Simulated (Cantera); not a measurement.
Feed: 1 mol TiO2, 2.6 mol MgCl2, 4.9 mol O2, at 13.3 mbar.

Cantera equilibrium calculation (NASA polynomials, part measured and part estimated; ideal gas, pure solids and liquids). Candidate condensed phases: Mg, MgCl2, MgO, MgTiO3, MgTi2O5, Mg2TiO4, Ti, TiCl2, TiCl3, TiCl4, TiO, TiO2, Ti2O3, Ti3O5, Ti4O7; 20 gas species. Mutual solubility and eutectic melting of coexisting phases are not modelled. Condensed phases not in the tables: TiOCl, alloys, solid solutions and most ternary compounds. Rates play no part.

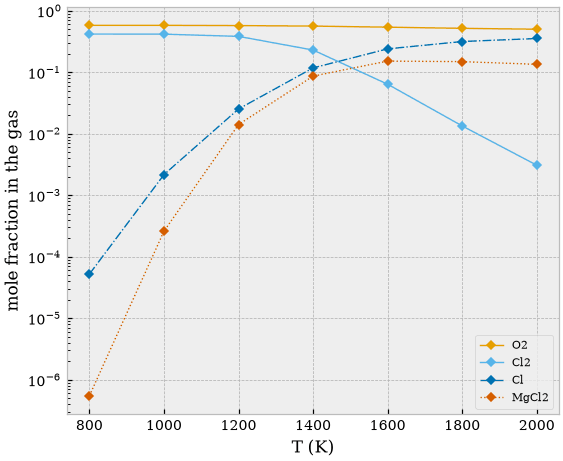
*Equilibrium gas composition (values under 1e-9 drawn at 1e-9)*

Question: Read off the mole fractions at 800 K.

Answer: O2 about 0.58, Cl2 about 0.42, Cl about 5.2e-5, MgCl2 about 5.5e-7.
